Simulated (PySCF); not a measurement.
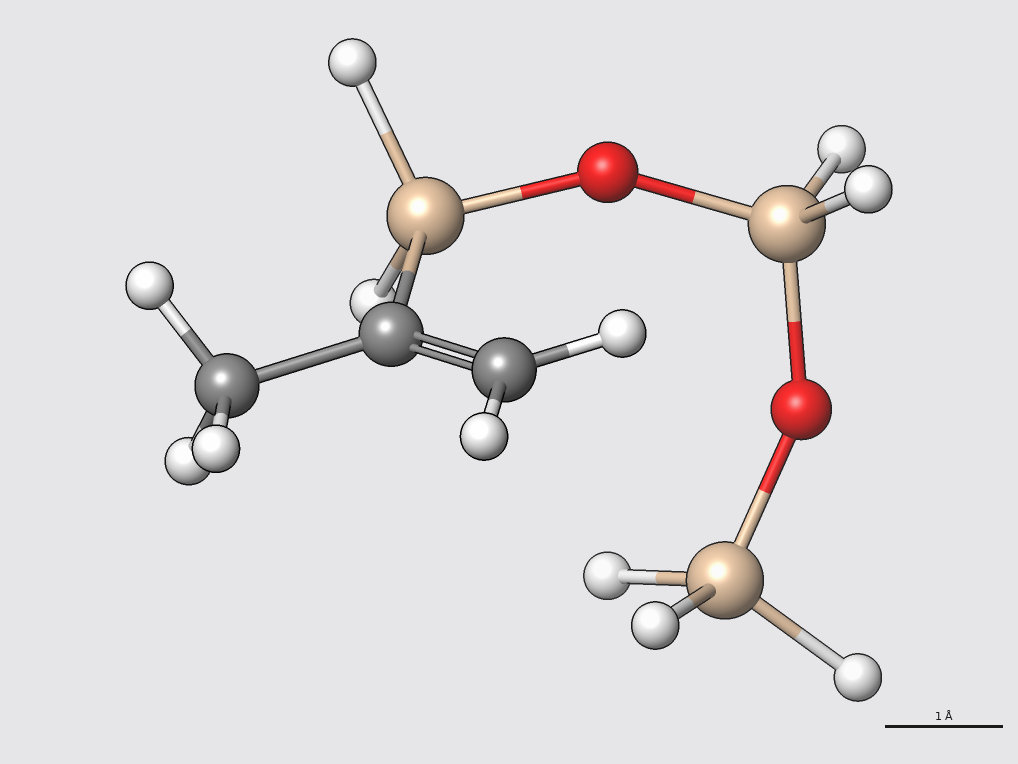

Ball-and-stick drawing of a structure. Colours: carbon grey, silicon light orange, oxygen red, hydrogen white.

The computed structure is the end point of a GFN2-xTB optimisation. No frequency run is at hand to confirm it as a minimum.

What does the picture show?

Formula C3H12O2Si3. As SMILES it reads `C=C(C)[SiH2]O[SiH2]O[SiH3]`. It has no ring. Among its groups: alkene, Si–H bond, Si–O bond. The point group is C1. Coordination: 2 C trigonal planar; 1 C tetrahedral; 3 Si tetrahedral; 2 O bent.

The parts below concern this one geometry. Atoms keep their numbers from picture to picture.

**Electronic properties**

No frequency run is at hand to confirm it as a minimum. Method: PBE0/pcSseg-1, gas phase (PySCF 2.14.0).

What does the calculation give?

- dipole moment: 1.43 D
- HOMO energy (Kohn–Sham orbital): −7.66 eV
- LUMO energy (Kohn–Sham orbital): −0.23 eV
- HOMO–LUMO gap: 7.43 eV

**Charges**

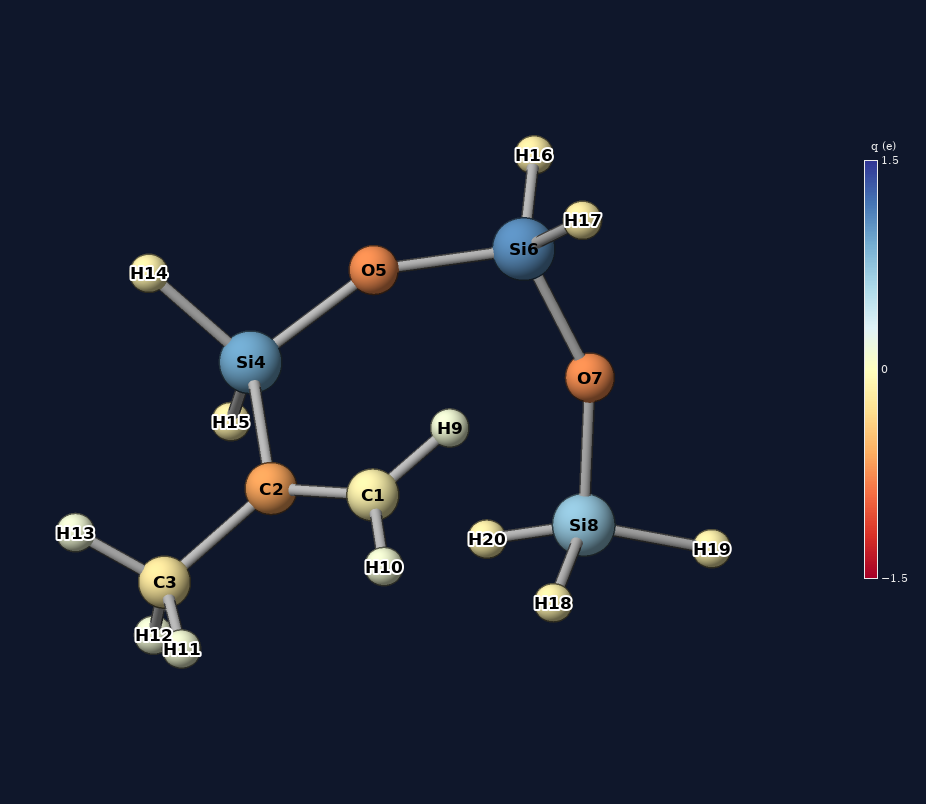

Atoms are coloured by their Mulliken charges. No frequency run is at hand to confirm it as a minimum. Method: PBE0/pcSseg-1, gas phase (PySCF 2.14.0).

Which atom carries the highest charge (most positive or least negative)?

Answer. Si6 (1.04 e).

And the lowest?

Answer. O5, O7 (−0.74 e).

Give the Mulliken charges atom by atom.

```json
{"atom": "C1", "value (e)": "−0.09"}
{"atom": "C2", "value (e)": "−0.62"}
{"atom": "C3", "value (e)": "−0.19"}
{"atom": "Si4", "value (e)": "0.91"}
{"atom": "O5", "value (e)": "−0.74"}
{"atom": "Si6", "value (e)": "1.04"}
{"atom": "O7", "value (e)": "−0.74"}
{"atom": "Si8", "value (e)": "0.71"}
{"atom": "H9", "value (e)": "0.12"}
{"atom": "H10", "value (e)": "0.11"}
{"atom": "H11", "value (e)": "0.12"}
{"atom": "H12", "value (e)": "0.13"}
{"atom": "H13", "value (e)": "0.13"}
{"atom": "H14", "value (e)": "−0.11"}
{"atom": "H15", "value (e)": "−0.12"}
{"atom": "H16", "value (e)": "−0.14"}
{"atom": "H17", "value (e)": "−0.16"}
{"atom": "H18", "value (e)": "−0.11"}
{"atom": "H19", "value (e)": "−0.11"}
{"atom": "H20", "value (e)": "−0.12"}
```

**NMR shielding**

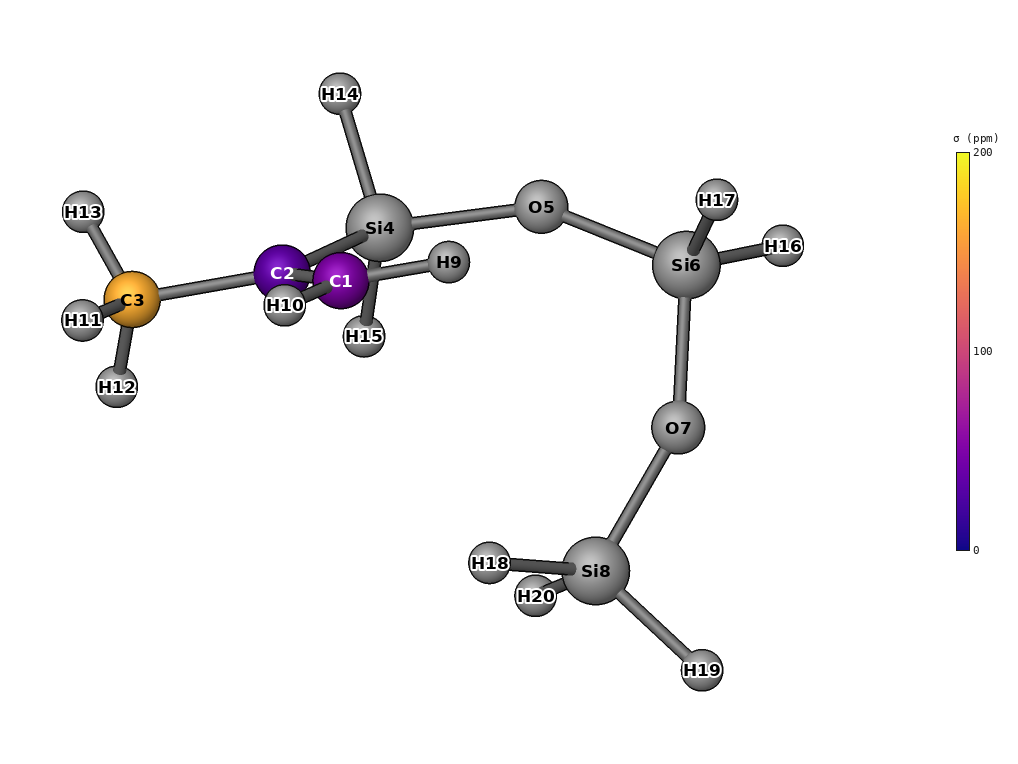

Atoms are coloured by their isotropic NMR shieldings (C only, the others grey). No frequency run is at hand to confirm it as a minimum. Method: GIAO PBE0/pcSseg-1 NMR shielding, non-relativistic, gas phase (PySCF 2.14.0).

Give the isotropic NMR shieldings of the C atoms atom by atom.

```
atom  σ (ppm)
  C1     51.2
  C2     34.6
  C3    163.5
```

Mulliken values depend strongly on the basis set and can even reverse the polarity of a bond. The geometry is semi-empirical. Around Si such bond lengths and angles can be off by a tenth of an ångström or more and by several degrees, and values that hang on the shape move with them.
